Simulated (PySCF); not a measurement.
**C₆H₁₂O₃, SMILES `CC(COC)OC(C)=O`: what the electrons do**

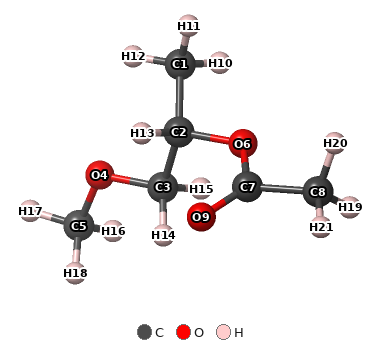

The molecule, with its atoms numbered as below. No frequency check shows the geometry to be a minimum.

Coordinates in Å:

```
C1      -0.5913    2.1464    0.1668
C2      -0.1361    0.7047    0.3174
C3      -1.1020   -0.2693   -0.3666
O4      -2.3675   -0.1384    0.2312
C5      -3.3063   -1.0522   -0.2750
O6       1.1601    0.5894   -0.2811
C7       1.9499   -0.4111    0.1235
C8       3.2751   -0.3627   -0.5915
O9       1.6367   -1.2275    0.9480
H10     -0.5839    2.4272   -0.8832
H11      0.0718    2.8109    0.7135
H12     -1.6000    2.2354    0.5568
H13     -0.0630    0.4274    1.3761
H14     -0.7241   -1.2964   -0.2500
H15     -1.1558   -0.0391   -1.4434
H16     -3.4584   -0.9114   -1.3526
H17     -4.2390   -0.8609    0.2512
H18     -2.9904   -2.0872   -0.0967
H19      3.1105   -0.4338   -1.6635
H20      3.7613    0.5873   -0.3856
H21      3.9013   -1.1824   -0.2543
```

Part 1: Bonding charge

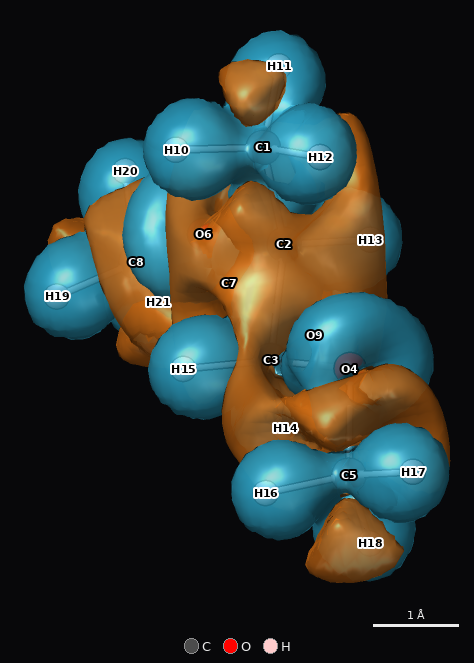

Deformation density (molecule less spherical, spin-averaged free atoms at the same positions), surfaces at ±0.05 e/Å³; light blue: gain, orange: loss.

Level of theory: B3LYP/6-31G* (PySCF), at a geometry from GFN2-xTB.

How much density has each bond gained at its critical point, relative to the free atoms?

Answer. The five largest and four smallest: C2–H13: +0.72 e/Å³ at the bond critical point (bond length 1.10 Å, Mayer order 0.9). C5–H17: +0.69 e/Å³ at the bond critical point (bond length 1.09 Å, Mayer order 1.0). C3–H14: +0.68 e/Å³ at the bond critical point (bond length 1.10 Å, Mayer order 0.9). C5–H18: +0.67 e/Å³ at the bond critical point (bond length 1.10 Å, Mayer order 0.9). C3–H15: +0.66 e/Å³ at the bond critical point (bond length 1.10 Å, Mayer order 0.9). O6–C7: +0.25 e/Å³ at the bond critical point (bond length 1.34 Å, Mayer order 1.1). C3–O4: +0.11 e/Å³ at the bond critical point (bond length 1.41 Å, Mayer order 0.9); up to 0.6 Å beside the axis the gain reaches +0.31 e/Å³. O4–C5: +0.09 e/Å³ at the bond critical point (bond length 1.41 Å, Mayer order 0.9); up to 0.6 Å beside the axis the gain reaches +0.29 e/Å³. C2–O6: 0.00 e/Å³ at the bond critical point (bond length 1.43 Å, Mayer order 0.8); up to 0.6 Å beside the axis the gain reaches +0.26 e/Å³. In all, 4.3 electrons gather in the regions of gain relative to the promolecule. A small or negative value marks a very polar bond, one between electron-rich atoms, whose free-atom densities already overlap strongly, a long bond to a heavier atom, or a closed-shell contact such as a hydrogen bond.

Where do the Hirshfeld charges lie?

Answer. The highest Hirshfeld charge is on C7 (+0.22 e), the lowest on O9 (−0.27 e).

Part 2: Bond critical points

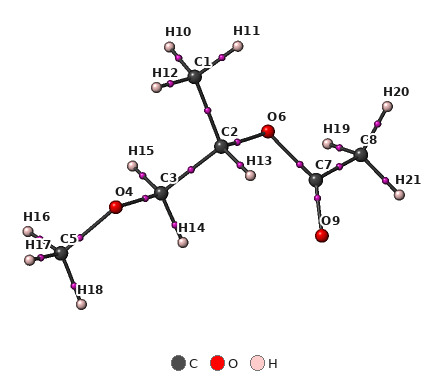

Molecular graph of the electron density (QTAIM): bond paths, bond critical points (magenta), ring points (cyan, if any); weak paths are dashed.

How many critical points of each kind are there, and does the count close?

Answer. 21 nuclei, 20 bond, 0 ring and 0 cage critical points: 21 − 20 + 0 − 0 = 1, as the Poincaré–Hopf relation requires.

Give the properties at the bond critical points.

Answer.
```tsv
bond	length (Å)	ρ (a.u.)	∇²ρ (a.u.)	ε	H (a.u.)
C7–O9	1.202	0.419	+0.42	0.11	−0.706
O6–C7	1.337	0.307	−0.35	0.02	−0.487
C5–H17	1.088	0.282	−1.00	0.04	−0.285
C2–H13	1.097	0.282	−1.00	0.03	−0.282
C8–H21	1.085	0.277	−0.96	0.01	−0.277
C1–H12	1.085	0.277	−0.95	0.01	−0.277
C3–H14	1.101	0.276	−0.95	0.03	−0.271
C5–H18	1.097	0.276	−0.94	0.04	−0.271
C1–H11	1.086	0.275	−0.93	0.01	−0.273
C5–H16	1.097	0.275	−0.94	0.04	−0.270
C1–H10	1.087	0.275	−0.93	0.01	−0.272
C8–H20	1.087	0.273	−0.93	0.01	−0.271
C3–H15	1.102	0.273	−0.92	0.04	−0.266
C8–H19	1.087	0.273	−0.92	0.01	−0.271
C3–O4	1.406	0.265	−0.46	0.06	−0.389
O4–C5	1.405	0.263	−0.43	0.02	−0.386
C7–C8	1.507	0.263	−0.66	0.07	−0.226
C2–C3	1.533	0.256	−0.63	0.09	−0.209
C1–C2	1.519	0.255	−0.62	0.03	−0.211
C2–O6	1.432	0.241	−0.33	0.03	−0.338
```

What kind of interaction is C8–H19?

Answer. Shared-shell (covalent): ρ = 0.273, ∇²ρ = −0.92, H = −0.271 a.u.

Part 3: Electrostatic potential

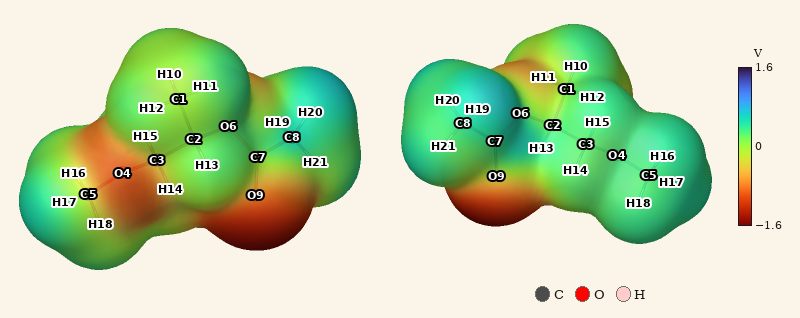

Electrostatic potential on the surface of electron density 0.001 a.u. (back view left, front view right).

Where are the extremes of the potential on the surface?

Answer. Highest: 0.70 V, 1.3 Å from H19. Further maxima include 0.52 V, 1.3 Å from H17; 0.51 V, 1.3 Å from H21. Lowest: −1.56 V, 1.7 Å from O9. Further minima include −1.15 V, 1.7 Å from O4; −0.70 V, 1.8 Å from O6. The surface is sampled at points, so like sites can differ by a few per cent and only the strongest of them is named.

Part 4: Excited states

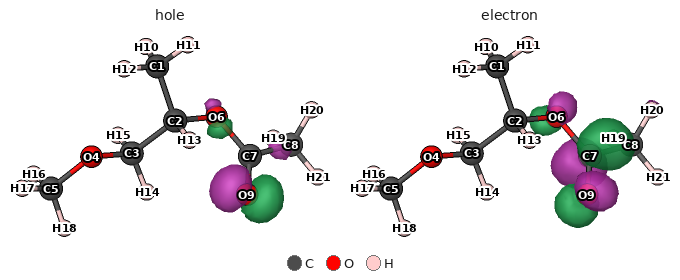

Leading natural transition orbital pair of T₁ (TDA triplet states); the surfaces enclose about 70 % of each orbital's density.

Computed with PySCF, PBE0/6-31G*, geometry: GFN2-xTB. Without diffuse functions Rydberg states are missing, so the states' numbers hold for this basis only.

Give its energy and the atoms that hole and electron lie on.

Answer. 5.36 eV (231 nm), spin-forbidden from the singlet ground state; the leading pair carries 100 %; hole on O9 (69 %), C7 (10 %) and O6 (8 %), electron on C7 (42 %), O9 (30 %) and O6 (11 %); their centroids lie 0.6 Å apart. In canonical orbitals it is mainly HOMO−1 → LUMO (88 %). The HOMO–LUMO gap is 8.00 eV.

Part 5: In an electric field

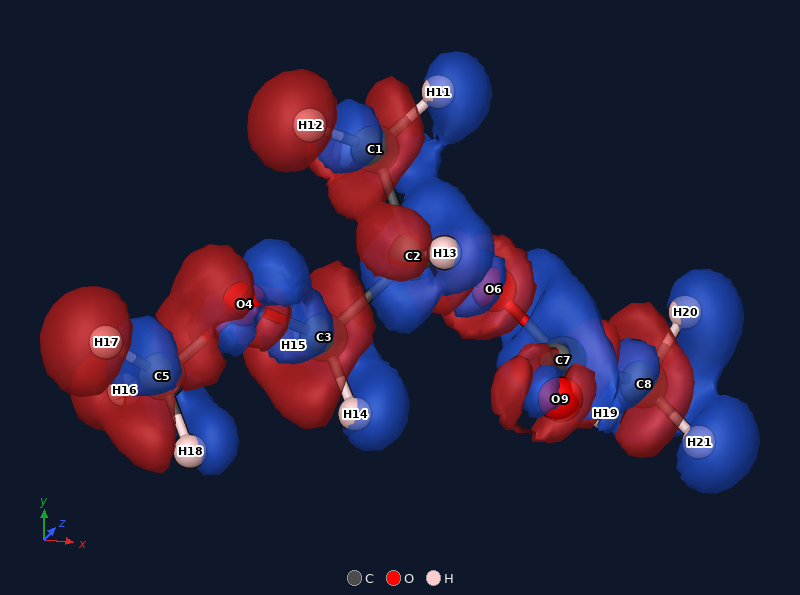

Change of the electron density in a uniform field of 0.51 V/Å, surfaces at ±0.005 e/Å³ (red: gain, blue: loss).

PySCF calculation, HF/def2-SVP, gas phase; geometry: GFN2-xTB. A basis without diffuse functions makes polarisabilities too small.

Along which Cartesian direction does the field point?

Answer. Along +x: electrons gather on the −x side, against the field.

How large is the response?

Answer. The induced dipole is 1.99 D (along the field); α along this axis, from the fields in both directions, is 78 bohr³ (11.6 Å³).

Which atoms gain and lose the most charge?

Answer. Electrons gather most on H17 (Hirshfeld charge changes by −0.019 e) and leave H21 most (+0.014 e); 0.210 electrons are displaced in all.

Part 6: Removing or adding an electron

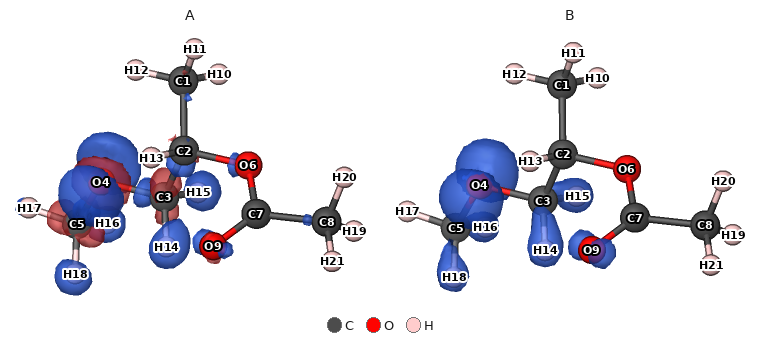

The Fukui function f⁻ from two separate SCF calculations and the density of the HOMO, at ±0.05 e/Å³ (blue positive, red negative).

PySCF calculation, ωB97X/6-31G*, gas phase; geometry: GFN2-xTB.

Which panel is which, and how good is the frozen-orbital picture?

Answer. A is f⁻ (it has negative regions), B the HOMO density. The HOMO lies on O4 (54 %), C3 (9 %) and C5 (8 %); f⁻ (Hirshfeld-condensed) is largest on O4 (0.31); the vertical ionisation energy is 9.78 eV (the stability of the cation's solution wasn't checked). Relaxation shifts 30 % of the electron between atoms. The orbital energy is −9.73 eV.

Part 7: Localised orbitals

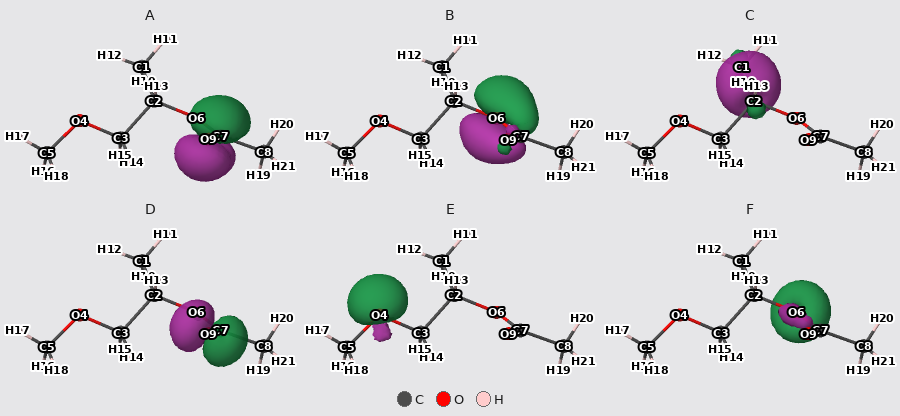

Intrinsic bond orbitals (IBO), occupied; each surface holds about 85 % of the orbital's density. Energies are diagonal elements of the Fock matrix.

Level of theory: PBE0/6-311G** (PySCF), at a geometry from GFN2-xTB.

What does each orbital represent in a Lewis picture?

Answer. By panel:
- A: π bond O9–C7 (O9 69 %, C7 30 %; −10.7 eV)
- B: lone pair on O6 (p-type) (O6 88 %, C7 8 %; −10.8 eV)
- C: σ bond C2–C1 (C2 50 %, C1 49 %; −15.1 eV)
- D: lone pair on O9 (p-type) (O9 92 %, C7 5 %; −8.9 eV)
- E: lone pair on O4 (sp1.1-type) (O4 98 %; −14.6 eV)
- F: lone pair on O6 (sp1.4-type) (O6 98 %; −14.8 eV)

How do all the valence pairs divide up?

Answer. 27 pairs: 20 σ bonds, 6 lone pairs and 1 two-centre π bond.
